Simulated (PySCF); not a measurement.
**C₇H₁₀NP: density, localisation and related maps**

```yaml
atoms:
  - { symbol: C, position_ang: [2.3180, -0.9715, -0.7437] }
  - { symbol: C, position_ang: [2.2060, 0.2913, -0.3674] }
  - { symbol: P, position_ang: [0.6388, 1.0199, 0.1357] }
  - { symbol: N, position_ang: [0.9841, 2.5093, 0.4480] }
  - { symbol: C, position_ang: [-0.0161, -0.0287, 1.4643] }
  - { symbol: C, position_ang: [-1.1466, -0.7182, 1.3919] }
  - { symbol: C, position_ang: [-2.0082, -0.8838, 0.1845] }
  - { symbol: C, position_ang: [-1.6342, -0.1013, -1.0304] }
  - { symbol: C, position_ang: [-0.5499, 0.6466, -1.1834] }
  - { symbol: H, position_ang: [1.4574, -1.6229, -0.7626] }
  - { symbol: H, position_ang: [3.2584, -1.4052, -1.0456] }
  - { symbol: H, position_ang: [3.0349, 0.9847, -0.3309] }
  - { symbol: H, position_ang: [0.2056, 3.0802, 0.7488] }
  - { symbol: H, position_ang: [0.5322, 0.0454, 2.3976] }
  - { symbol: H, position_ang: [-1.5076, -1.2494, 2.2673] }
  - { symbol: H, position_ang: [-3.0408, -0.6301, 0.4570] }
  - { symbol: H, position_ang: [-2.0297, -1.9492, -0.0817] }
  - { symbol: H, position_ang: [-2.3367, -0.2009, -1.8522] }
  - { symbol: H, position_ang: [-0.3754, 1.1930, -2.1045] }
```

Geometry: GFN2-xTB.

All numbers below come from PBE0/pcSseg-1, SCF density, gas phase, non-relativistic in PySCF.

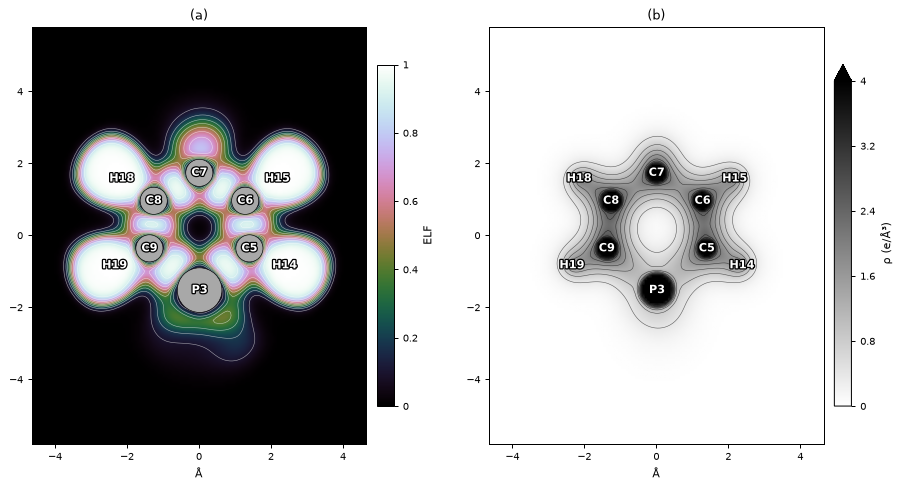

Figure 1. (a) ELF; (b) electron density on the plane of atoms P3, C9 and C8. Grey discs cover the atomic cores in the ELF map.

### What does the map show?

Atoms in the plane: P, C and H.
C–C (1.33 Å): ρ at the midpoint is about 2.3 e/Å³; the ELF peaks at about 0.90 between the atoms; a short, multiple covalent bond.
C–P (1.81 Å): ρ at the midpoint is about 1.2 e/Å³; the ELF peaks at about 0.95 between the atoms: a shared electron pair.
C–C (1.49 Å): ρ at the midpoint is about 1.7 e/Å³; the ELF peaks at about 0.95 between the atoms (localised, covalent bonding).
C–H (1.08 Å): the density is about 2 e/Å³ at the midpoint; the ELF climbs to about 1 towards the hydrogen, as it does in any bond to H; an ordinary covalent bond to hydrogen.

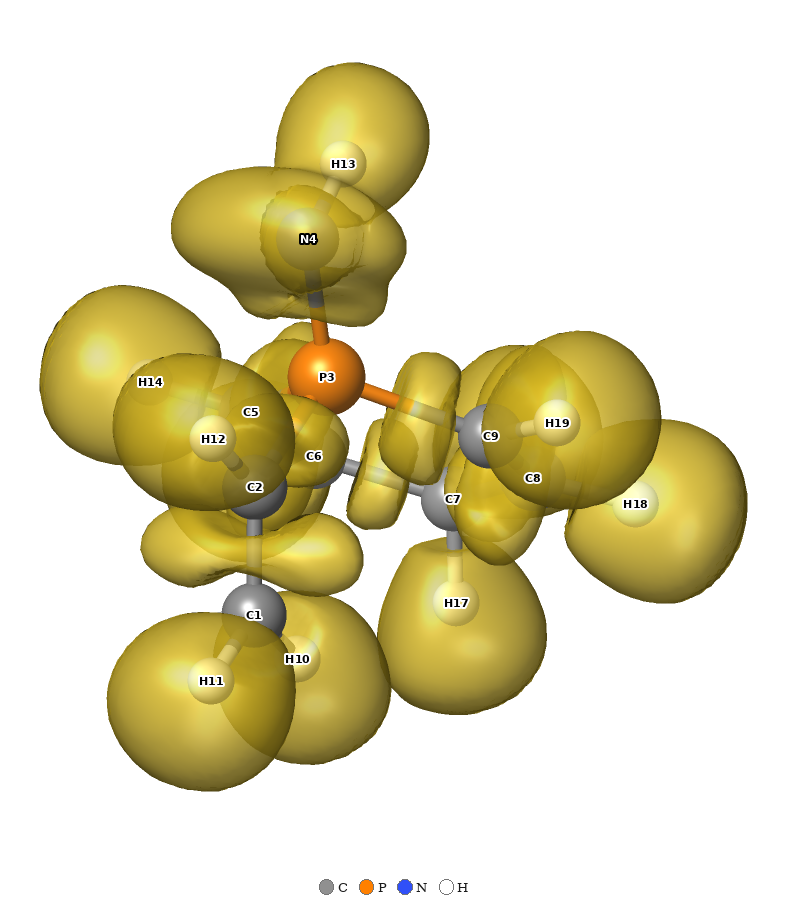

Figure 2. Isosurface of the ELF at 0.75 (yellow), seen at an oblique angle. Only the valence region is drawn (cores and ρ < 0.01 e/Å³ removed).

### What do the ELF domains correspond to?

At this value the surface marks out five regions between bonded C–C atoms (shared pairs), three regions between bonded C–P atoms (shared pairs), nine regions around hydrogen nuclei and one joined region spread over several atoms (H, N), in which their bonds and any lone pairs are merged.


C–C (1.32 Å): the ELF peaks at about 0.90 between the atoms: a short, multiple covalent bond. P–N (1.56 Å): the ELF peaks at about 0.85 between the atoms (a short, strongly polar bond).

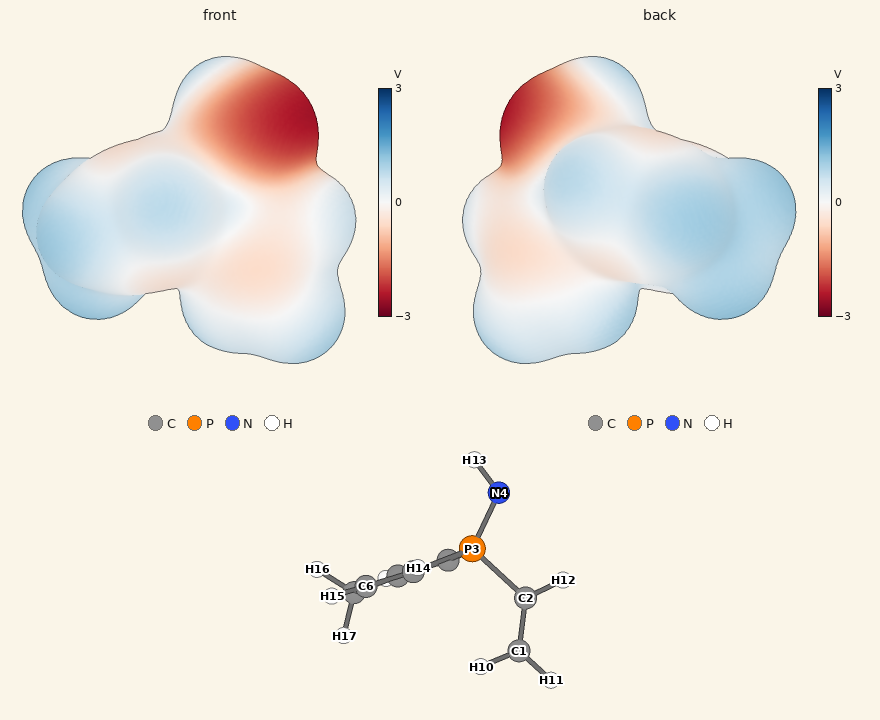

Figure 3. The electrostatic potential painted on the density surface at 0.002 e/bohr³, seen from the front and from behind; red is negative and blue positive. The bare structure is drawn below in the same view.

### Describe the electrostatic potential map.

The most negative region (about −2.4 V) lies over N4, the most positive (about +1.1 V) over H16 and H17. N4 is the likeliest acceptor of a hydrogen bond.

### What dipole moment does the calculation give?

Its dipole moment is 4.47 D.
